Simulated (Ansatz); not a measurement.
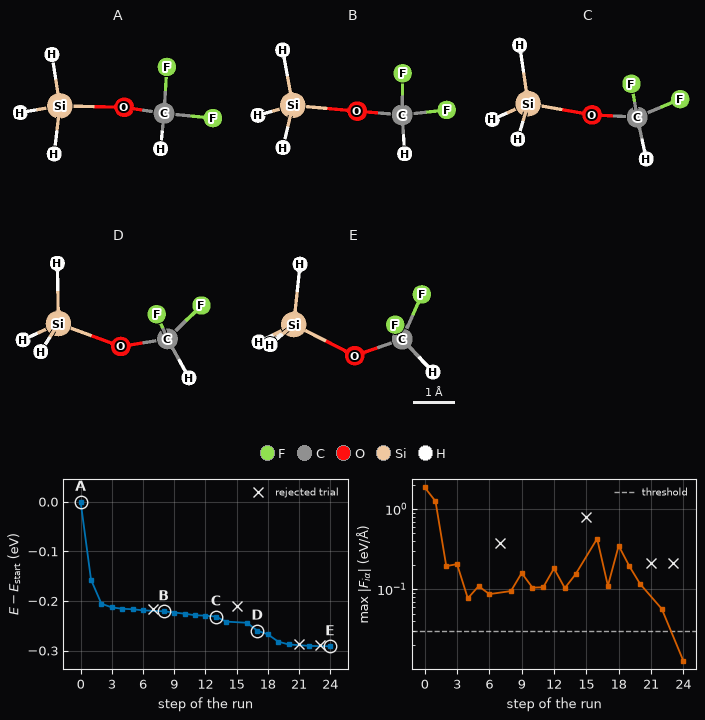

Frames of a relaxation of CH₄F₂OSi (coarse preliminary run), marked on the history of the run. The picture is a ball-and-stick view, seen at a tilt.

The start comes from a force field.

The calculation used RKS PBE-D4/def2-SVP (Ansatz 0.2.0).

Input
```yaml
crystal:
  periodic: [false, false, false]
  atoms:
    - {symbol: F, position_ang: [2.277900, -1.206800, 0.115800]}
    - {symbol: C, position_ang: [1.254100, -0.219700, 0.152200]}
    - {symbol: F, position_ang: [1.552000, 0.724000, -0.781200]}
    - {symbol: O, position_ang: [0.129900, -0.827100, -0.233200]}
    - {symbol: Si, position_ang: [-1.303800, 0.087900, -0.160200]}
    - {symbol: H, position_ang: [1.240000, 0.233900, 1.158300]}
    - {symbol: H, position_ang: [-2.480300, -0.758200, -0.283200]}
    - {symbol: H, position_ang: [-1.249900, 1.143900, -1.210900]}
    - {symbol: H, position_ang: [-1.331400, 0.775800, 1.225300]}
basis:
  gaussian: {orbitals: def2-SVP}
hamiltonian: {xc: pbe, dispersion: d4}
relax: {f_tol: 0.03, max_steps: 200}
```

Run as
```bash
ansatz run in.yaml --threads 4 --pin off --events-out ev --progress --plain --max-ram 10444MiB
```

**What happens along the run?**

Over 20 accepted moves (24 points after the start) the energy falls by 0.291 eV. Largest force component: 1.9 eV/Å at the start, 0.013 eV/Å at the end. The line search rejected the trial steps at points 7, 15, 21, 23 of the run. The largest move after the best rigid fit is that of F1, 1.26 Å. By element the largest moves are F 1.26 Å, H 1.18 Å, O 0.79 Å, C 0.16 Å, Si 0.06 Å. Near-neighbour distances that change, for instance: F1–C2 1.423 → 1.365 Å, Si5–H9 1.547 → 1.499 Å, Si5–H7 1.454 → 1.495 Å, C2–O4 1.335 → 1.354 Å. Among the angles between lasting bonds that change: O4–Si5–H7 111.4° → 103.9°, C2–O4–Si5 116.9° → 123.7°, O4–C2–H6 116.1° → 110.6°. Groups turn about C2–O4 by about 110°, O4–Si5 by about 35°. The run took 59 s on 4 threads of Intel Xeon @ 2.50GHz, on a shared host. From step 0 to 8: H6 moves most (0.29 Å), energy −0.221 eV. From step 8 to 13: F3 moves most (0.34 Å), energy −0.011 eV. From step 13 to 17: F1 moves most (0.39 Å), energy −0.028 eV. From step 17 to 24: F1 moves most (0.43 Å), energy −0.032 eV.
